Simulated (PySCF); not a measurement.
SMILES COC(=O)c1ccc([SiH3])cc1 at its GFN2-xTB optimised geometry (Å):

```
21

C     -1.5932    -3.8495    -0.0137
O     -0.9026    -2.6107    -0.0079
C     -1.6763    -1.5119    -0.0035
O     -2.8827    -1.5606    -0.0036
C     -0.8881    -0.2587     0.0000
C     -1.5735     0.9548     0.0014
C     -0.8735     2.1436     0.0013
C      0.5201     2.1614    -0.0002
Si     1.4519     3.8053     0.0050
C      1.1899     0.9404     0.0000
C      0.5042    -0.2587     0.0000
H     -2.2278    -3.9264    -0.8993
H     -0.8303    -4.6238    -0.0213
H     -2.2220    -3.9382     0.8749
H     -2.6532     0.9384     0.0017
H     -1.4142     3.0795     0.0014
H      1.1922     4.4924     1.2724
H      0.9699     4.6238    -1.1095
H      2.8827     3.5365    -0.1421
H      2.2707     0.9310    -0.0009
H      1.0365    -1.1973    -0.0007
```

Level of theory: PBE/def2-SVP (PySCF).

Map of the Laplacian of the electron density (e/bohr⁵) on the plane z = 0.8 Å:

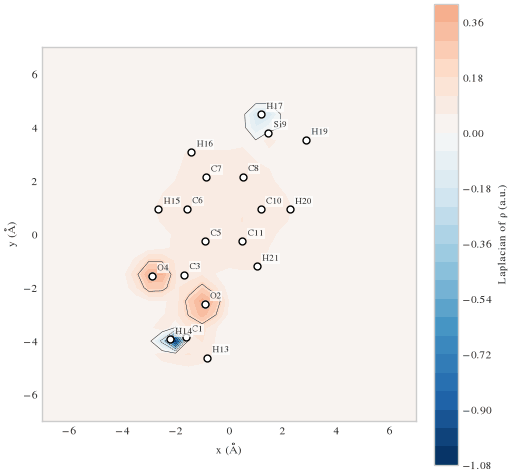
Figure: Laplacian of the electron density (e/bohr⁵) on the plane z = 0.8 Å.
